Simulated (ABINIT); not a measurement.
**Beyond one shot: NaMgF3 (Pm-3m)**

Wanted: G0W0 and self-consistent gaps of NaMgF3 (Pm-3m), with the cost of the cycles.

Program: ABINIT 10.8.3. Level of theory: LDA and many-body steps on it, plane waves. Results are calculated unless marked as measured.

**1. The structure**

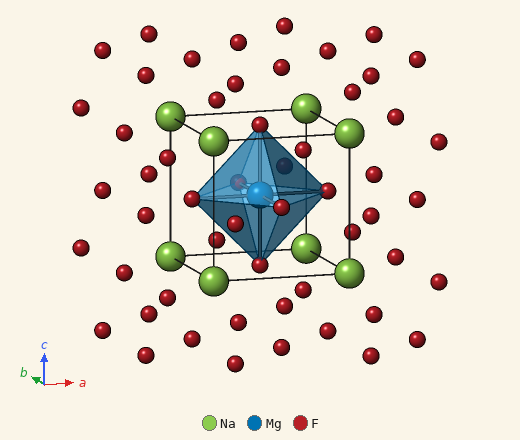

The starting structure, seen slightly off an axis (sodium green, magnesium blue, fluorine red). Some periodic images of atoms are drawn too.

The cell and positions are those that the Materials Project relaxed with its own functionals (PBE, PBE+U or r2SCAN), kept fixed.

**2. Empty states on the mesh, 2×2×2 mesh, 66 bands**

This step: ABINIT 10.8.3; DFT, LDA, plane waves, norm-conserving pseudopotentials.

The sums over transitions need many empty states on a uniform mesh; this step solves for them.

Contents of run.abi:

```
acell 3*1.0 Angstrom
rprim 
  3.950839000000 0.000000000000 0.000000000000
  0.000000000000 3.950839000000 0.000000000000
  0.000000000000 0.000000000000 3.950839000000
ntypat 3
znucl 11 12 9
natom 5
typat 1 2 3 3 3
xred 
  0.000000000000 0.000000000000 0.000000000000
  0.500000000000 0.500000000000 0.500000000000
  0.500000000000 0.500000000000 0.000000000000
  0.500000000000 0.000000000000 0.500000000000
  0.000000000000 0.500000000000 0.500000000000
pp_dirpath "pseudos"
pseudos "Na.upf, Mg.upf, F.upf"
ecut 38
ngkpt 2 2 2
nshiftk 1
shiftk 0 0 0
kptopt 1
chksymbreak 0
iscf -2
irdden 1
istwfk *1
nband 66
nbdbuf 6
tolwfr 1e-09
nstep 60
prtvol 0
indata_prefix "in"
outdata_prefix "out"
tmpdata_prefix "tmp"
```

On the command line:

```
OMP_NUM_THREADS=1 mpirun -n 4 abinit run.abi > log
```

Numbers of over 12 decimals in the logs are rounded to 6 here.

Log:

```text
.Version 10.8.3 of ABINIT. v10.8.2 released Aug 2026.

 Symmetries : space group Pm -3 m (#221); Bravais cP (primitive cubic)
[... echo of the input left out ...]
== DATASET  1 ==================================================================
-   mpi_nproc: 4, omp_nthreads: 1 (-1 if OMP is not activated)

--- !DatasetInfo
iteration_state: {dtset: 1, }
dimensions: {natom: 5, nkpt: 4, mband: 66, nsppol: 1, nspinor: 1, nspden: 1, mpw: 4700, }
cutoff_energies: {ecut:  38.0, pawecutdg:  -1.0, }
[...]
1.37709    1.38216    1.38216    1.47116    1.47116    1.47116    1.52087    1.53053
   1.53053    1.53053    1.56971    1.56971    1.56971    1.59272    1.59272    1.59272
   1.69419    1.69420
 prteigrs : prtvol=0 or 1, do not print more k-points.

== END DATASET(S) ==============================================================
================================================================================

 -outvars: echo values of variables after computation  --------
            nband          66
             nkpt           4
          spgroup         221
 [... the other variables as echoed above ...]

 Calculation completed.
```

Run time: 8.2 s. Hardware: 4 MPI ranks of Arm Neoverse V1, shared host; peak memory 0.29 GiB; 33 s of CPU time.

Numbers from this step:

```yaml
gap: 5.650 eV
k_of_the_valence_top: 0.5, 0.5, 0.5
k_of_the_conduction_bottom: 0, 0, 0
least_direct_gap: 6.107 eV
k_points_computed: 4
lowest_point_of_the_top_converged_band_above_the_valence_top: 40.50 eV
```

On this mesh the gap is 5.650 eV.

The density comes from a self-consistent run that is not shown.

**3. Screening, 2×2×2 mesh, 60 bands, screening to 106.1 eV**

The RPA dielectric matrix is built and inverted for each q.

This step: RPA screening on LDA, plane waves, norm-conserving pseudopotentials.

Edit run.abi of step 2 so:

```diff
@@ -23,10 +23,11 @@
 chksymbreak 0
-iscf -2
-irdden 1
 istwfk *1
-nband 66
-nbdbuf 6
-tolwfr 1e-09
-nstep 60
-prtvol 0
+occopt 1
+irdwfk 1
+optdriver 3
+nband 60
+ecuteps 3.9
+inclvkb 2
+awtr 1
+symchi 1
 indata_prefix "in"
```

Log:

```text
.Version 10.8.3 of ABINIT. v10.8.2 released Aug 2026.

 Symmetries : space group Pm -3 m (#221); Bravais cP (primitive cubic)
[... echo of the input left out ...]
== DATASET  1 ==================================================================
-   mpi_nproc: 4, omp_nthreads: 1 (-1 if OMP is not activated)

--- !DatasetInfo
iteration_state: {dtset: 1, }
dimensions: {natom: 5, nkpt: 4, mband: 60, nsppol: 1, nspinor: 1, nspden: 1, mpw: 4700, }
cutoff_energies: {ecut:  38.0, pawecutdg:  -1.0, }
electrons: {nelect:   4.00000000E+01, charge:   0.00000000E+00, occopt:   1.00000000E+00, tsmear:   1.00000000E-02, }

 SCREENING: Calculation of the susceptibility and dielectric matrices

 Based on a program developped by R.W. Godby, V. Olevano, G. Onida, and L. Reining.
 Incorporated in ABINIT by V. Olevano, G.-M. Rignanese, and M. Torrent.
.Using double precision arithmetic ; gwpc =  8

[... cell and pseudopotentials left out ...]
--------------------------------------------------------------------------------

 ==== K-mesh for the wavefunctions ====
 Number of points in the irreducible wedge :     4
[... list of points left out ...]
 Together with 48 symmetry operations and time-reversal symmetry
 yields     8 points in the full Brillouin Zone.

 ==== Q-mesh for the screening function ====
 Number of points in the irreducible wedge :     4
[... list of points left out ...]
 Together with 48 symmetry operations and time-reversal symmetry
 yields     8 points in the full Brillouin Zone.

 setmesh: FFT mesh size selected  =    27x   27x   27
          total number of points  =        19683

 vcoul_init : cutoff-mode = AUXILIARY_FUNCTION
 q-points for optical limit:   1
     1)      0.000010    0.000020    0.000030

- screening: taking advantage of time-reversal symmetry
- Maximum band index for partially occupied states nbvw = 20
- Remaining bands to be divided among processors   nbcw = 40
- Number of bands treated by each node ~10

 Number of electrons calculated from density =   40.0000; Expected =   40.0000
 average of density, n =  0.096116
 r_s =    1.3543
 omega_plasma =   29.9057 [eV]

 calculating chi0 at frequencies [eV] :
  1    0.000000E+00    0.000000E+00
  2    0.000000E+00    2.990565E+01

--------------------------------------------------------------------------------
  q-point number  1        q = ( 0.000000, 0.000000, 0.000000) [r.l.u.]
--------------------------------------------------------------------------------
[... chi0 elements left out ...]
 For q-point:  0.000010 0.000020 0.000030
  dielectric constant =   1.9200
  dielectric constant without local fields =   2.0023

  Average fulfillment of the sum rule on Im[epsilon] for q-point    1 :     26.26  [%]
[... wings left out ...]
  q-point number  2        q = ( 0.500000, 0.000000, 0.000000) [r.l.u.]
--------------------------------------------------------------------------------
[... chi0 elements left out ...]
  Average fulfillment of the sum rule on Im[epsilon] for q-point    2 :     33.29  [%]

 [... 2 further q-points ...]
```

Wall time 5.8 s (4 MPI ranks); peak memory 0.48 GiB.

Numbers from this step:

```yaml
eps_infinity_with_local_fields_on_this_mesh_along_the_program_s_q_direction: 1.92
the_same_without_local_fields: 2.002
plasma_frequency: 29.91 eV
plane_waves_in_the_screening_matrix: 171
```

Local fields lower ε∞ by 4 %. On a Γ-centred mesh this coarse the value itself is usually too large, while a short band sum pulls it down.

**4. G0W0**

The self-energy is evaluated for the states that the input lists, and the levels follow from it, in one-shot runs by the linearised quasiparticle equation.

This step: G0W0 on LDA, plane waves, norm-conserving pseudopotentials.

Edit run.abi of step 3 so:

```diff
@@ -26,8 +26,17 @@
 irdwfk 1
-optdriver 3
+optdriver 4
 nband 60
+gwcalctyp 0
+ecutsigx 38
+symsigma 1
+nkptgw 2
+kptgw 
+  0.5000000000 0.5000000000 0.5000000000
+  0.0000000000 0.0000000000 0.0000000000
+bdgw 
+  18 24
+  18 22
 ecuteps 3.9
-inclvkb 2
-awtr 1
-symchi 1
+irdscr 1
+ppmodel 1
 indata_prefix "in"
```

Log:

```text
.Version 10.8.3 of ABINIT. v10.8.2 released Aug 2026.

 Symmetries : space group Pm -3 m (#221); Bravais cP (primitive cubic)
[... echo of the input left out ...]
== DATASET  1 ==================================================================
-   mpi_nproc: 4, omp_nthreads: 1 (-1 if OMP is not activated)

--- !DatasetInfo
iteration_state: {dtset: 1, }
dimensions: {natom: 5, nkpt: 4, mband: 60, nsppol: 1, nspinor: 1, nspden: 1, mpw: 4700, }
cutoff_energies: {ecut:  38.0, pawecutdg:  -1.0, }
electrons: {nelect:   4.00000000E+01, charge:   0.00000000E+00, occopt:   1.00000000E+00, tsmear:   1.00000000E-02, }

 SIGMA: Calculation of the GW corrections

 Based on a program developped by R.W. Godby, V. Olevano, G. Onida, and L. Reining.
 Incorporated in ABINIT by V. Olevano, G.-M. Rignanese, and M. Torrent.
.Using double precision arithmetic ; gwpc =  8

[... cell and pseudopotentials left out ...]
--------------------------------------------------------------------------------

 ==== K-mesh for the wavefunctions ====
 Number of points in the irreducible wedge :     4
[... list of points left out ...]
 Together with 48 symmetry operations and time-reversal symmetry
 yields     8 points in the full Brillouin Zone.

 ==== Q-mesh for screening function ====
 Number of points in the irreducible wedge :     4
[... list of points left out ...]
 Together with 48 symmetry operations and time-reversal symmetry
 yields     8 points in the full Brillouin Zone.

 vcoul_init : cutoff-mode = AUXILIARY_FUNCTION
 q-points for optical limit:   1
     1)      0.000010    0.000020    0.000030
 setmesh: FFT mesh size selected  =    45x   45x   45
          total number of points  =        91125

 Number of electrons calculated from density =   40.0000; Expected =   40.0000
 average of density, n =  0.096116
 r_s =    1.3543
 omega_plasma =   29.9057 [eV]

 === KS Band Gaps ===
  >>>> For spin  1
   Minimum direct gap =   6.1069 [eV], located at k-point      :   0.0000  0.0000  0.0000
   Fundamental gap    =   5.6505 [eV], Top of valence bands at :   0.5000  0.5000  0.5000
                                       Bottom of conduction at :   0.0000  0.0000  0.0000
 SIGMA fundamental parameters:
 PLASMON POLE MODEL  1
 number of plane-waves for SigmaX                 4697
 number of plane-waves for SigmaC and W            171
 number of plane-waves for wavefunctions          4697
 number of bands                                    60
 number of independent spin polarizations            1
 number of spinorial components                      1
 number of k-points in IBZ                           4
 number of q-points in IBZ                           4
 number of symmetry operations                      48
 number of k-points in BZ                            8
 number of q-points in BZ                            8
 number of frequencies for dSigma/dE                 9
 frequency step for dSigma/dE [eV]                0.25
 number of omega for Sigma on real axis              0
 max omega for Sigma on real axis  [eV]           0.00
 zcut for avoiding poles [eV]                     0.10

 EPSILON^-1 parameters (SCR file):
 dimension of the eps^-1 matrix on file            171
 dimension of the eps^-1 matrix used               171
 number of plane-waves for wavefunctions          4697
 number of bands                                    60
 number of q-points in IBZ                           4
 number of frequencies                               2
 number of real frequencies                          1
 number of imag frequencies                          1

 matrix elements of self-energy operator (all in [eV])

 Perturbative Calculation

--- !SelfEnergy_ee
iteration_state: {dtset: 1, }
kpoint     : [   0.500,    0.500,    0.500, ]
spin       : 1
KS_gap     :    9.965
QP_gap     :   14.731
Delta_QP_KS:    4.765
data: !SigmaeeData |
     Band     E0 <VxcDFT>   SigX SigC(E0)      Z dSigC/dE  Sig(E)    E-E0       E
       18  -1.120 -22.707 -30.255   4.921   0.822  -0.216 -24.867  -2.161  -3.281
       19  -1.120 -22.707 -30.255   4.921   0.822  -0.216 -24.867  -2.161  -3.281
       20  -1.120 -22.707 -30.255   4.921   0.822  -0.216 -24.867  -2.161  -3.281
       21   8.845  -8.476  -3.052  -2.551   0.907  -0.103  -5.871   2.605  11.450
       22  11.369 -10.675  -4.721  -2.693   0.896  -0.116  -7.754   2.921  14.290
       23  11.369 -10.675  -4.721  -2.693   0.896  -0.116  -7.754   2.921  14.290
[...]
--- !SelfEnergy_ee
iteration_state: {dtset: 1, }
kpoint     : [   0.000,    0.000,    0.000, ]
spin       : 1
KS_gap     :    6.107
QP_gap     :   10.645
Delta_QP_KS:    4.538
data: !SigmaeeData |
     Band     E0 <VxcDFT>   SigX SigC(E0)      Z dSigC/dE  Sig(E)    E-E0       E
[...]
20  -1.576 -22.397 -29.913   4.846   0.824  -0.214 -24.597  -2.200  -3.776
       21   4.530 -10.163  -5.208  -2.362   0.901  -0.109  -7.825   2.338   6.868
       22  11.776 -12.005  -5.502  -2.796   0.897  -0.114  -8.679   3.326  15.102

== END DATASET(S) ==============================================================
================================================================================

 -outvars: echo values of variables after computation  --------
           etotal      0.0000000000E+00
            nband          60
             nkpt           4
          spgroup         221
 [... the other variables as echoed above ...]

 Calculation completed.
```

Wall time 4.4 s (4 MPI ranks); peak memory 0.7 GiB; 17 s of CPU time.

This step gave:

```yaml
g0w0_gap_on_the_points_computed: 10.15 eV
starting_gap_on_the_mesh: 5.650 eV
k_of_the_valence_top: 0.5, 0.5, 0.5
k_of_the_conduction_bottom: 0, 0, 0
z_at_the_valence_top: 0.822
z_at_the_conduction_bottom: 0.901
least_direct_g0w0_gap_on_the_computed_points: 10.64 eV
```

The gap on the mesh goes from 5.65 eV to 10.15 eV, a correction of +4.50 eV.

**5. evGW0, cycle 1**

This step: evGW0 on LDA, plane waves, norm-conserving pseudopotentials.

Edit run.abi of step 4 so:

```diff
@@ -28,12 +28,16 @@
 nband 60
-gwcalctyp 0
+gwcalctyp 10
 ecutsigx 38
 symsigma 1
-nkptgw 2
+nkptgw 4
 kptgw 
+  0.0000000000 0.0000000000 0.0000000000
+  0.5000000000 0.0000000000 0.0000000000
+  0.5000000000 0.5000000000 0.0000000000
   0.5000000000 0.5000000000 0.5000000000
-  0.0000000000 0.0000000000 0.0000000000
 bdgw 
-  18 24
-  18 22
+  12 24
+  12 24
+  12 24
+  12 24
 ecuteps 3.9
```

Log:

```text
.Version 10.8.3 of ABINIT. v10.8.2 released Aug 2026.

 Symmetries : space group Pm -3 m (#221); Bravais cP (primitive cubic)
[... echo of the input left out ...]
== DATASET  1 ==================================================================
-   mpi_nproc: 4, omp_nthreads: 1 (-1 if OMP is not activated)

--- !DatasetInfo
iteration_state: {dtset: 1, }
dimensions: {natom: 5, nkpt: 4, mband: 60, nsppol: 1, nspinor: 1, nspden: 1, mpw: 4700, }
cutoff_energies: {ecut:  38.0, pawecutdg:  -1.0, }
electrons: {nelect:   4.00000000E+01, charge:   0.00000000E+00, occopt:   1.00000000E+00, tsmear:   1.00000000E-02, }

 SIGMA: Calculation of the GW corrections

 Based on a program developped by R.W. Godby, V. Olevano, G. Onida, and L. Reining.
 Incorporated in ABINIT by V. Olevano, G.-M. Rignanese, and M. Torrent.
.Using double precision arithmetic ; gwpc =  8

[... cell and pseudopotentials left out ...]
--------------------------------------------------------------------------------

 ==== K-mesh for the wavefunctions ====
 Number of points in the irreducible wedge :     4
[... list of points left out ...]
 Together with 48 symmetry operations and time-reversal symmetry
 yields     8 points in the full Brillouin Zone.

 ==== Q-mesh for screening function ====
 Number of points in the irreducible wedge :     4
[... list of points left out ...]
 Together with 48 symmetry operations and time-reversal symmetry
 yields     8 points in the full Brillouin Zone.

 vcoul_init : cutoff-mode = AUXILIARY_FUNCTION
 q-points for optical limit:   1
     1)      0.000010    0.000020    0.000030
 setmesh: FFT mesh size selected  =    45x   45x   45
          total number of points  =        91125

 Number of electrons calculated from density =   40.0000; Expected =   40.0000
[...]
--- !SelfEnergy_ee
iteration_state: {dtset: 1, }
kpoint     : [   0.500,    0.500,    0.000, ]
spin       : 1
KS_gap     :   10.166
QP_gap     :   15.140
Delta_QP_KS:    4.974
data: !SigmaeeData |
     Band     E_DFT   <VxcDFT>   E(N-1)  <Hhartree>   SigX  SigC[E(N-1)]    Z     dSigC/dE  Sig[E(N)]  DeltaE  E(N)_pert E(N)_diago
[...]
--- !SelfEnergy_ee
iteration_state: {dtset: 1, }
kpoint     : [   0.500,    0.500,    0.500, ]
spin       : 1
KS_gap     :    9.965
QP_gap     :   14.731
Delta_QP_KS:    4.765
data: !SigmaeeData |
     Band     E_DFT   <VxcDFT>   E(N-1)  <Hhartree>   SigX  SigC[E(N-1)]    Z     dSigC/dE  Sig[E(N)]  DeltaE  E(N)_pert E(N)_diago
[...]
23    11.369   -10.675    11.369    22.045    -4.721    -2.693     0.896    -0.116    -7.754     2.921    14.290    14.630
       24    11.369   -10.675    11.369    22.045    -4.721    -2.693     0.896    -0.116    -7.754     2.921    14.290    14.630

 New Fermi energy :        6.202412E-02 Ha ,    1.687762E+00 eV

 === QP Band Gaps ===
  >>>> For spin  1
   Minimum direct gap =  11.3707 [eV], located at k-point      :   0.0000  0.0000  0.0000
   Fundamental gap    =  10.8719 [eV], Top of valence bands at :   0.5000  0.5000  0.5000
                                       Bottom of conduction at :   0.0000  0.0000  0.0000

 writing QP data on file : out_QPS

 Convergence of QP corrections
 >>>>> For spin  1 <<<<<
.  kptgw no:  1; Maximum DeltaE = (   0.000   0.000) for band index: 11
.  kptgw no:  2; Maximum DeltaE = (  -2.422   0.000) for band index: 12
.  kptgw no:  3; Maximum DeltaE = (  -2.484   0.000) for band index: 13
.  kptgw no:  4; Maximum DeltaE = (   3.318   0.000) for band index: 11

== END DATASET(S) ==============================================================
================================================================================

 -outvars: echo values of variables after computation  --------
           etotal      0.0000000000E+00
            nband          60
             nkpt           4
          spgroup         221
 [... the other variables as echoed above ...]

 Calculation completed.
```

Elapsed: 11 s, on 4 MPI ranks; peak memory 0.86 GiB; 45 s of CPU time.

Numbers from this step:

* quasiparticle gap on the mesh: 10.87 eV
* gap of the density functional on the mesh: 5.650 eV
* k of the valence top: 0.5, 0.5, 0.5
* k of the conduction bottom: 0, 0, 0
* Z at the valence top: 0.822
* Z at the conduction bottom: 0.901
* least direct quasiparticle gap on the computed points: 11.37 eV

Against G0W0 in ABINIT (2×2×2 mesh, 60 bands, screening to 106.1 eV, Godby-Needs plasmon pole), the gap moves by +0.723 eV. This first cycle still uses the starting levels; it takes the full correction, at all points of the mesh, and its linearised value is 10.149 eV.

**6. evGW0, cycle 2**

The corrected levels of the last cycle go back in.

Edit run.abi of step 5 so:

```diff
@@ -45,2 +45,3 @@
 ppmodel 1
+irdqps 1
 indata_prefix "in"
```

Log:

```text
.Version 10.8.3 of ABINIT. v10.8.2 released Aug 2026.

 Symmetries : space group Pm -3 m (#221); Bravais cP (primitive cubic)
[... echo of the input left out ...]
== DATASET  1 ==================================================================
-   mpi_nproc: 4, omp_nthreads: 1 (-1 if OMP is not activated)

--- !DatasetInfo
iteration_state: {dtset: 1, }
dimensions: {natom: 5, nkpt: 4, mband: 60, nsppol: 1, nspinor: 1, nspden: 1, mpw: 4700, }
cutoff_energies: {ecut:  38.0, pawecutdg:  -1.0, }
[...]
.  kptgw no:  2; Maximum DeltaE = (   0.066   0.000) for band index: 12
.  kptgw no:  3; Maximum DeltaE = (   0.082   0.001) for band index: 13
.  kptgw no:  4; Maximum DeltaE = (  -0.257  -0.000) for band index: 11

== END DATASET(S) ==============================================================
================================================================================

 -outvars: echo values of variables after computation  --------
           etotal      0.0000000000E+00
            nband          60
             nkpt           4
          spgroup         221
 [... the other variables as echoed above ...]

 Calculation completed.
```

Run time: 11 s. Hardware: 4 MPI ranks; peak memory 0.79 GiB; 46 s of CPU time.

This step gave:

* quasiparticle gap on the mesh: 10.77 eV
* gap of the density functional on the mesh: 5.650 eV
* k of the valence top: 0.5, 0.5, 0.5
* k of the conduction bottom: 0, 0, 0
* least direct quasiparticle gap on the computed points: 11.26 eV

Against the cycle before, the gap moves by −0.106 eV.

(Part 1 of 3 ends here.)

[Paths, hosts, dates, memory and timing lines, banners, echoed tables and standing remarks are left out of the program output.]

[Logs are printed without paths, hosts, clocks, repeated set-up lines and the standing remarks that a program may print on its own settings, such as how far it seeks lower states.]

[Runs of the session that timed out or met a known fault of the program may be left out.]

[Hosts, paths, dates, database ids (printed as entryN), source tags and the programs' standing remarks are cut or masked in the printed files.]

[G0W0 gaps are taken among the corrected bands and points alone; a level outside them can change the order at an edge.]

[Where Ansatz stands beside ABINIT at settings called matched, ABINIT's density can come from a denser mesh and the files from another edition; pairs whose starting gaps differed by over 0.03 eV were left out, so agreement reads better than it is.]
